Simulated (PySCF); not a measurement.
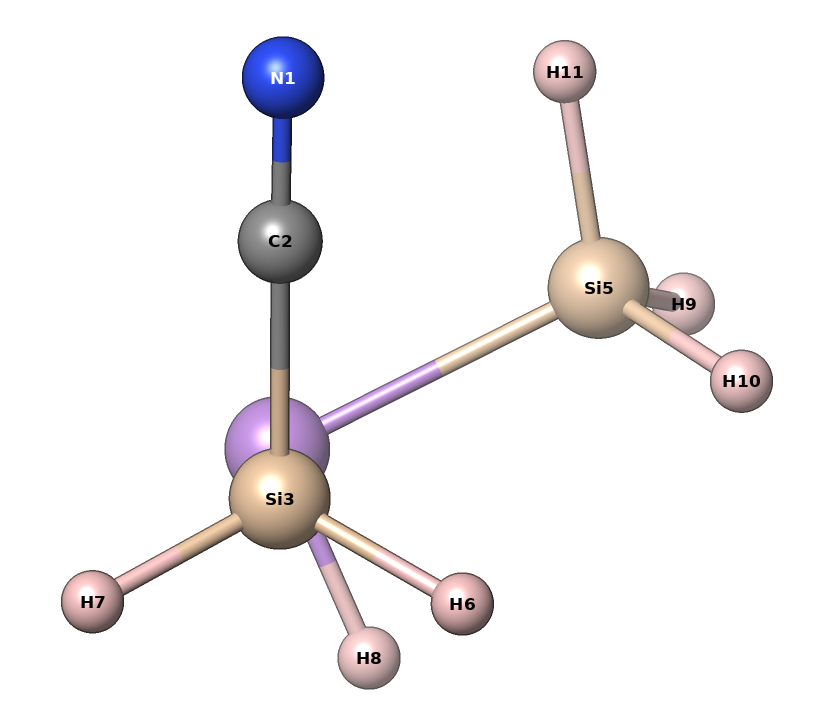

As4 lies behind Si3. The molecule seen nearly along the Si3–As4 bond, Si3 in front. Depth is shown by fading: the farther an atom, the more it takes the colour of the background. The geometry was computed by an optimisation with PBE0-D3(BJ)/def2-SVP. No frequency run is at hand to confirm it as a minimum.

What is the torsion angle C2–Si3–As4–Si5? The sign is positive where the front bond must turn clockwise to cover the back bond.

64°, synclinal (gauche).
